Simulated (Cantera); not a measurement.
A closed system holds: 1 mol Si, a varied amount of HBr, equilibrated at 775 °C and 0.160 bar.

These are equilibrium values from Cantera (NASA tables, ideal gas, pure condensed phases), not measurements of a reactor. Candidate condensed phases: Br2, Si; 19 gas species. The tables' values for SiBr3 are old estimates; treat these amounts as uncertain. The numbers say what is thermodynamically allowed, not how fast it happens.

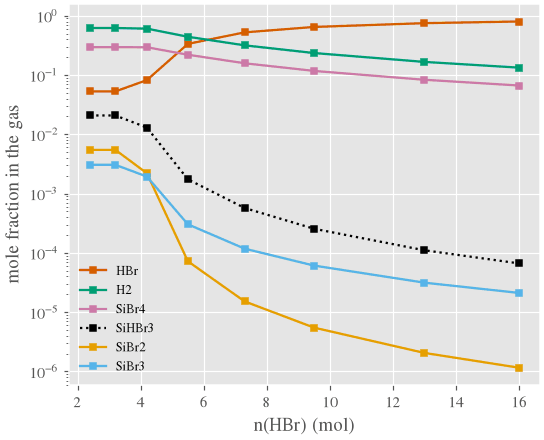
Equilibrium gas composition (values under 1e-9 drawn at 1e-9)

### Question
Read off the mole fractions at 2.4 mol HBr.

### Answer
H2 about 0.62, SiBr4 about 0.30, HBr about 0.053, SiHBr3 about 0.021, SiBr2 about 0.0055, SiBr3 about 0.0031.
